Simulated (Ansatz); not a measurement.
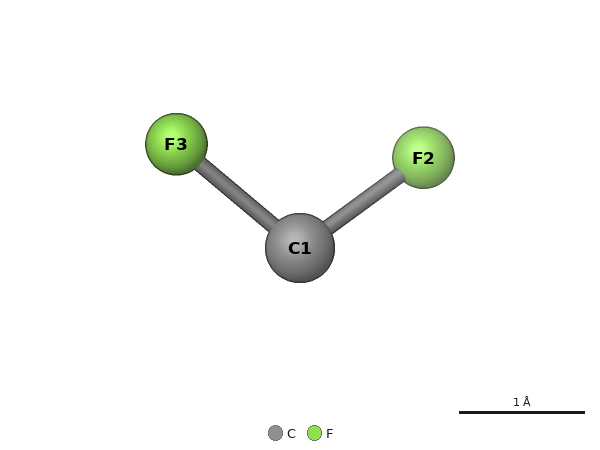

(Drawn from a calculation with Ansatz.)

Orthographic view. Depth is shown by fading: the farther an atom, the more it takes the colour of the background. Geometry: a fixed input geometry, not necessarily a minimum.

Give the geometry as a Z-matrix, atoms in numerical order, with these reference atoms: 2 to 1; 3 to 1, 2.

```
C  
F    1   1.297
F    1   1.297   2   104.8
```
